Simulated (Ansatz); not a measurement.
**triplet C2H4O2Si: levels of theory compared**

We compute a comparison of 6 runs (U-wB97M-V/cc-pVDZ, UPBE/cc-pVDZ, USVWN5/cc-pVDZ, RPA@PBE/cc-pVDZ, UCCSD/cc-pVDZ, UCCSD(T)/cc-pVDZ) of triplet C2H4O2Si. 

The results are computed with Ansatz 0.2.0.

56 further runs of the same task are left out: 56 set aside as unsound or not needed. Runs told in other sessions of the task aren't counted.

## Step 1: The molecule

The species is C2H4O2Si (9 atoms), meant as a triplet with charge 0. As SMILES of the parent species, `C=C1O[SiH2]O1`. The shape is that of a PBE0-D4/def2-TZVP optimisation. That shape belongs to the parent species and isn't relaxed for this state.

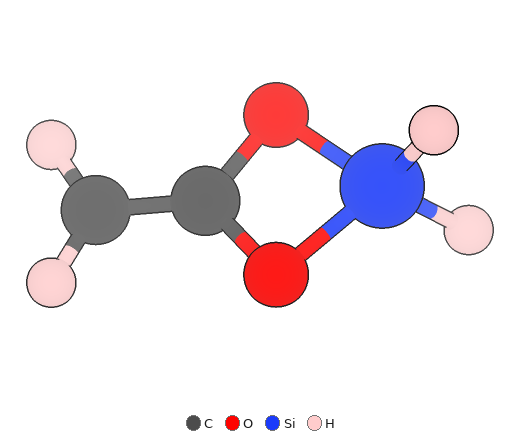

The structure, seen from a chosen angle (carbon dark grey, oxygen red, silicon blue, hydrogen pink).

## Step 2: The energy at U-wB97M-V/cc-pVDZ (run 1)

Contents of molecule.yaml:

```yaml
crystal:
  periodic: [false, false, false]
  atoms:
    - {symbol: C, position_ang: [0.527300, 1.358500, -1.129600]}
    - {symbol: C, position_ang: [0.157300, 0.383100, -0.322900]}
    - {symbol: O, position_ang: [-0.585200, 0.473600, 0.838200]}
    - {symbol: Si, position_ang: [-0.440000, -1.190500, 0.978300]}
    - {symbol: O, position_ang: [0.421700, -0.967300, -0.442100]}
    - {symbol: H, position_ang: [0.243100, 2.374800, -0.904500]}
    - {symbol: H, position_ang: [1.111300, 1.132600, -2.008400]}
    - {symbol: H, position_ang: [-1.701100, -1.949600, 0.840800]}
    - {symbol: H, position_ang: [0.354100, -1.661500, 2.132900]}
basis:
  gaussian:
    orbitals: cc-pVDZ
magnetization:
  spin_polarized: true
  initial_magnetization: 2
hamiltonian:
  xc: {name: wB97M-V}
output: {orbitals: {seedname: orbitals}}
accuracy: high
```

On the command line:

```bash
$ ansatz run molecule.yaml --threads 1 --pin off --max-ram 3480MiB --events-out events.jsonl --progress --plain --runs-dir runs
```

The log of the run:

```text
Warning: RAYON_NUM_THREADS=1 ignored (pool sized by the plan → 1); use --threads N
Functional definition: wB97M-V
  name "wB97M-V"
  parameter omega = 0.3/bohr
  parameter cx = 0.15
  parameter cx01 = 1.007
  parameter cx10 = 0.259
  parameter css00 = 0.443
  parameter css04 = -1.437
  parameter css10 = -4.535
  parameter css20 = -3.390
  parameter css43 = 4.278
  parameter cos00 = 1.000
  parameter cos10 = 1.358
  parameter cos20 = 2.924
  parameter cos21 = -8.812
  parameter cos60 = -1.390
  parameter cos61 = 9.142
  parameter b = 6.0
  parameter c = 0.01
  gx(w, u) = 1 - cx + cx01*u + cx10*w
  gss(w, u) = css00 + css04*u^4 + css10*w + css20*w^2 + css43*w^4*u^3
  gos(w, u) = cos00 + cos10*w + (cos20 + cos21*u)*w^2 + (cos60 + cos61*u)*w^6
  exchange = spin_sum(e_x_unif_sr(omega)*gx(b97_w, b97_u_x)) + cx*exact_x_sr(omega) + exact_x_lr(omega)
  correlation = spin_sum(e_c_pw_mod_same_spin*gss(b97_w, b97_u_same))
      + integral(e_c_pw_mod_opposite_spin*gos(b97_w_opposite, b97_u_opposite)) + vv10(b, c)
2196 factors; integrals over basis functions are off by at most 3.5e-9 eV
371 factors; integrals over basis functions are off by at most 2.7e-9 eV
mean field evaluation 1: about -14098.9135 eV, gradient 3.2e1 eV
mean field evaluation 2: about -14100.2954 eV, gradient 2.9e1 eV
mean field evaluation 4: about -14103.3642 eV, gradient 1.3e0 eV
mean field evaluation 8: about -14103.5585 eV, gradient 7.7e-2 eV
mean field evaluation 16: about -14103.5586 eV, gradient 1.7e-3 eV
mean field evaluation 32: about -14103.5586 eV, gradient 1.0e-6 eV
mean field -14103.55862570 eV, -518.2962197590 hartree, gradient 4.9e-8 eV, S^2 2.005063; 2 other end points of the search recorded, 0 dependent functions left out
reference -14103.55863021 eV, -518.2962199248 hartree; 24, 22 occupied and 70, 72 virtual orbitals, 2196 factors
Total energy: -14103.55863021 eV, -518.2962199248 hartree
```

Wall time 4 min (1 thread of Arm Neoverse V1, shared host); peak memory 1.1 GiB.

## Step 3: The energy at UPBE/cc-pVDZ (run 2)

Contents of molecule.yaml:

```yaml
crystal:
  periodic: [false, false, false]
  atoms:
    - symbol: C
      position_ang: [0.527300, 1.358500, -1.129600]
    - symbol: C
      position_ang: [0.157300, 0.383100, -0.322900]
    - symbol: O
      position_ang: [-0.585200, 0.473600, 0.838200]
    - symbol: Si
      position_ang: [-0.440000, -1.190500, 0.978300]
    - symbol: O
      position_ang: [0.421700, -0.967300, -0.442100]
    - symbol: H
      position_ang: [0.243100, 2.374800, -0.904500]
    - symbol: H
      position_ang: [1.111300, 1.132600, -2.008400]
    - symbol: H
      position_ang: [-1.701100, -1.949600, 0.840800]
    - symbol: H
      position_ang: [0.354100, -1.661500, 2.132900]
basis:
  gaussian:
    orbitals: cc-pVDZ
magnetization:
  spin_polarized: true
  initial_magnetization: 2
hamiltonian:
  xc: {name: PBE}
accuracy: high
output:
  orbitals: {seedname: orbitals}
```

On the command line:

```bash
$ ansatz run molecule.yaml --threads 1 --pin off --max-ram 3480MiB --events-out events.jsonl --progress --plain --runs-dir runs
```

The log of the run:

```text
Warning: RAYON_NUM_THREADS=1 ignored (pool sized by the plan → 1); use --threads N
Functional definition: PBE
  name "PBE"
  parameter kappa = 0.804
  parameter beta = 0.06672455060314922
  exchange = pbe_x(kappa = kappa, mu = beta*pi^2/3)
  correlation = pbe_c(beta = beta)
2196 factors; integrals over basis functions are off by at most 3.5e-9 eV
mean field evaluation 1: about -14085.6031 eV, gradient 4.5e1 eV
mean field evaluation 2: about -14027.0816 eV, gradient 1.0e2 eV
mean field evaluation 4: about -14091.5256 eV, gradient 2.5e1 eV
mean field evaluation 8: about -14093.5814 eV, gradient 1.4e1 eV
mean field evaluation 16: about -14095.4350 eV, gradient 6.1e-3 eV
mean field evaluation 32: about -14086.8286 eV, gradient 2.5e1 eV
mean field -14095.45537279 eV, -517.9984307071 hartree, gradient 4.6e-8 eV, S^2 2.003755; 6 other end points of the search recorded, 0 dependent functions left out
reference -14095.45537661 eV, -517.9984308476 hartree; 24, 22 occupied and 70, 72 virtual orbitals, 2196 factors
Total energy: -14095.45537661 eV, -517.9984308476 hartree
```

Run time: 32 s. Hardware: 1 thread of Arm Neoverse V1, shared host; peak memory 0.35 GiB.

Runs 3 to 5 aren't shown in full; the table further down has their settings and results.

## Step 4: The energy at UCCSD(T)/cc-pVDZ (run 6)

Contents of in.yaml:

```yaml
crystal:
  periodic: [false, false, false]
  atoms:
    - {symbol: C, position_ang: [0.527300, 1.358500, -1.129600]}
    - {symbol: C, position_ang: [0.157300, 0.383100, -0.322900]}
    - {symbol: O, position_ang: [-0.585200, 0.473600, 0.838200]}
    - {symbol: Si, position_ang: [-0.440000, -1.190500, 0.978300]}
    - {symbol: O, position_ang: [0.421700, -0.967300, -0.442100]}
    - {symbol: H, position_ang: [0.243100, 2.374800, -0.904500]}
    - {symbol: H, position_ang: [1.111300, 1.132600, -2.008400]}
    - {symbol: H, position_ang: [-1.701100, -1.949600, 0.840800]}
    - {symbol: H, position_ang: [0.354100, -1.661500, 2.132900]}
basis:
  gaussian:
    orbitals: cc-pVDZ
magnetization:
  spin_polarized: true
  initial_magnetization: 2
correlation:
  method: ccsd_t
  frozen_orbitals: {C: 1, H: 0, O: 1, Si: 5}
accuracy: high
scf:
  omitted_lower_state_checks: [cluster_reference, increment]
```

On the command line:

```bash
$ ansatz run in.yaml --threads 1 --pin off --max-ram 3480MiB --events-out events.jsonl --progress --plain --runs-dir runs
```

The log of the run:

```text
Warning: RAYON_NUM_THREADS=1 ignored (pool sized by the plan → 1); use --threads N
[... 14 lines left out ...]
9 core orbitals not correlated: weight in the atoms' cores, before any rotation towards them, 1.000 or more for the frozen orbitals, at most 0.000 for the correlated occupied ones
[... 31 lines left out ...]
Total energy: -14077.31650831 eV, -517.3318397327 hartree
Checks for a lower state left out: cluster_reference, increment
```

Wall time 2.4 min (1 thread of Arm Neoverse V1, shared host); peak memory 1.3 GiB.

## Step 5: All runs side by side

| run | level | frozen core orbitals | energy (Eh) | ⟨S²⟩ | wall time |
| --- | --- | --- | --- | --- | --- |
| 1 | U-wB97M-V/cc-pVDZ | – | -518.296220 | 2.005 | 4 min |
| 2 | UPBE/cc-pVDZ | – | -517.998431 | 2.004 | 32 s |
| 3 | USVWN5/cc-pVDZ | – | -515.457434 | 2.002 | 15 s |
| 4 | RPA@PBE/cc-pVDZ | 9 | -517.632683 | 2.004 | 62 s |
| 5 | UCCSD/cc-pVDZ | 9 | -517.312033 | 2.021 | 1.7 min |
| 6 | UCCSD(T)/cc-pVDZ | 9 | -517.331840 | 2.021 | 2.4 min |

## Step 6: Outcome

```
                                          quantity          value
                               run 6: total energy  -517.33184 Eh
run 6: correlation energy (9 core orbitals frozen)     -734.3 mEh
                             run 6: (T) correction     -19.81 mEh
          run 6: ⟨S²⟩ of the reference determinant          2.021
                              run 6: T1 diagnostic          0.018
```

In words: Totals of different functionals can't be ranked against each other. All runs together took 9.9 min, the longest 4 min.
